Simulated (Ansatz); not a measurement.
# Ta(211) slab (20 atoms): surface energy

What is the surface energy of this cell, counted against the bulk crystal, and how far does it hang on functional and mesh?

Calculated with Ansatz 0.2.0: Kohn-Sham DFT, PBE, PAW (set soft_2), plane waves; cutoff 420 eV, fermi-dirac smearing of 0.1 eV. Cutoffs: 420 eV for PBE and PBEsol; 500 eV for r2SCAN.

**The cells**

The cell holds 20 atoms: 20 Ta. Its edges and angles: a = 5.750 Å, b = 4.695 Å, c = 27.198 Å, α = 90.0°, β = 90.0°, γ = 90.0°. It derives from Ta. The starting structure: Slab of Ta cut on (2 1 1), 12.2 Å thick, 2 x 1 surface cells, both faces free, 15 Å of vacuum; not relaxed. Lattice constants are starting values near those of PBE. Vacuum lies along c.

The bulk reference is Ta2 in a cell of 2 atoms, 18.297 Å³ an atom.

The input of the single point on the relaxed cell:

```yaml
crystal:
  lattice:
    - [5.75041, 0.0, 0.0]
    - [0.0, 4.69519, 0.0]
    - [0.0, 0.0, 27.19846]
  atoms:
    - { symbol: Ta, position: [0.3001, 1.0, 0.28253] }
    - { symbol: Ta, position: [0.00702, 0.5, 0.32449] }
    - { symbol: Ta, position: [0.15765, 0.0, 0.3759] }
    - { symbol: Ta, position: [0.32967, 0.5, 0.42542] }
    [... 14 atom lines left out ...]
    - { symbol: Ta, position: [0.65964, 1.0, 0.67551] }
    - { symbol: Ta, position: [0.86656, 0.5, 0.71747] }
kpoints:
  mp_grid: { grid: [6, 8, 1] }
hamiltonian:
  xc: pbe
scf:
  occupations: { method: fermi_dirac, width: 0.1 }
output:
  forces: true
  populations: true
  dos:
    method: { smearing: { sigma: 0.08 } }
    de: 0.1
    projected: { site_lists: { Ta: [Ta] } }
  eigenvalues: true
  write_density: true
  write_potential: true
  volumetric_format: npy
```

| cell | formula | k-mesh | relaxation steps | gain on relaxing (eV) | free energy, PBE (eV) | time of its runs on this page |
| --- | --- | --- | --- | --- | --- | --- |
| Ta(211) slab | Ta20 | 6×8×1 (relaxed on 4×5×1) | 5 | 0.65 | -198636.367 | 2.9 min |
| bulk Ta | Ta2 | 17×17×17 | - | - | -19864.546 | 3.8 s |

Times come from shared hosts and are rough.

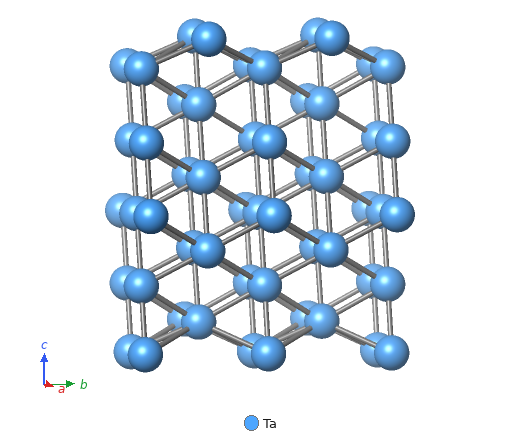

The relaxed cell. 1×2×1 cells are drawn. Some periodic images of atoms are drawn too.

**Surface energy**

The excess is the cell's free energy less 10 times that of the bulk cell. It is divided by twice the area, as the cell holds two faces, so the value is their mean, and they need not be alike (27.00 Å²), with 1 eV/Å² = 16.022 J/m².

```
           level  k-mesh  excess (eV)  surface energy (J/m²)  per area (meV/Å²)
             PBE   6×8×1        9.088                  2.697              168.3
PBE, denser mesh  8×10×1        9.097                  2.699              168.5
          r2SCAN   6×8×1        9.899                  2.937              183.3
          PBEsol   6×8×1        9.962                  2.956              184.5
```

Worked for the first row at PBE: (-198636.367) − 10 × (-19864.546) = 9.088 eV (from unrounded energies).

Then 9.088 / (2 × 27.00) × 16.022 = 2.697 J/m².

**Findings**

At PBE the surface energy is 2.70 J/m². At the same geometries the levels give 2.70 (PBE) to 2.96 J/m² (PBEsol) and the denser mesh leaves it within 0.01 J/m². Relaxing the atoms lowered it by 0.192 J/m² from the start (on the 4×5×1 mesh of the relaxation), and the farthest atom moved 0.27 Å.

Limits: The cell edges were held, so the lattice is the typed one for every functional. Cell and bulk are sampled on unlike meshes, and the error grows with the number of atoms subtracted. These are free energies under a smearing of 0.1 eV, whose entropy term isn't removed. Spin–orbit coupling is left out, which matters for the levels of the heavy elements. In some runs the program notes that positions were snapped to a detected symmetry and the exchange-correlation potential is rough where the density is thin.

[Logs are printed without paths, hosts, clocks, repeated set-up lines and the standing remarks that a program may print on its own settings, such as how far it seeks lower states.]

[Hosts, paths, dates, database ids (printed as entryN), source tags and the programs' standing remarks are cut or masked in the printed files.]
